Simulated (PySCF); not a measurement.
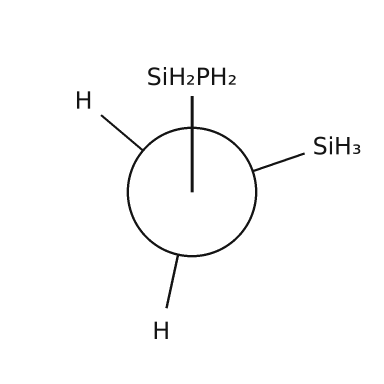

A Newman projection along the O–Si bond, oxygen in front; angles are drawn as computed, but eclipsed bonds slightly apart. Computed geometry: PBE0-D3(BJ)/def2-SVP optimisation. No frequency run is at hand to confirm it as a minimum.

Which molecule is it?

Answer. H9OPSi3, [SiH3][SiH2]O[SiH2]P

What is the torsion angle from the front SiH2PH2 to the back SiH3? The sign is positive where the front bond must turn clockwise to cover the back bond.

Answer. 71°, synclinal (gauche).
